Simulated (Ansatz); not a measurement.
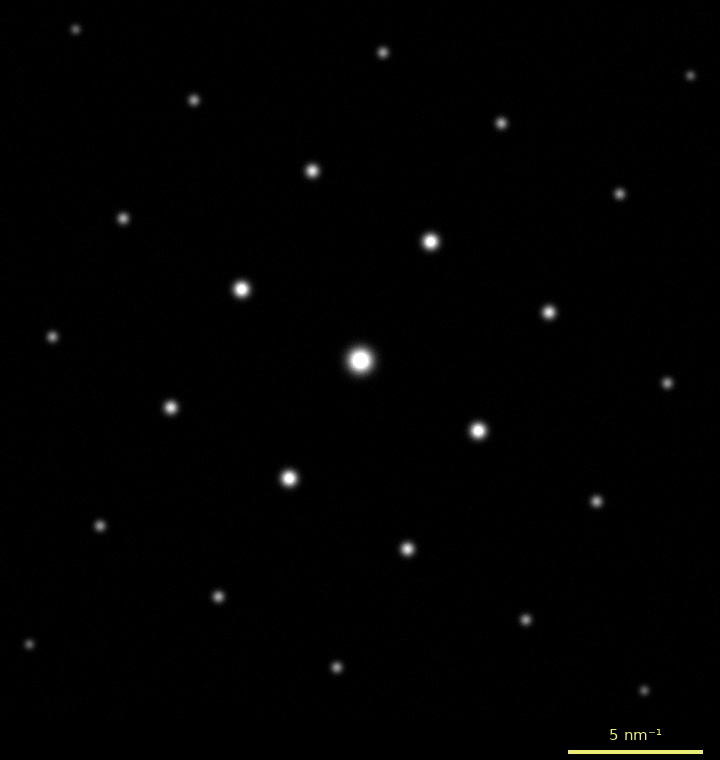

Kinematic zone-axis pattern, calculated for 300 keV electrons with B = 0.5 Å².

Describe the geometry of this pattern.

The spots form a square net with both shortest vectors at d = 1.93 Å, 90.0° apart.

What is the point symmetry of the pattern, intensities included?

4mm. A fourfold pattern needs a tetragonal or cubic crystal seen along a 4 or -4 axis.

What was simulated?

This cannot be fixed from one zone alone; the pattern is [001] of Si, space group Fd-3m (No. 227), a = 5.47 Å. The net vectors are 2 -2 0 and 2 2 0. Structure: the input geometry of an electronic-structure calculation (not necessarily at equilibrium).
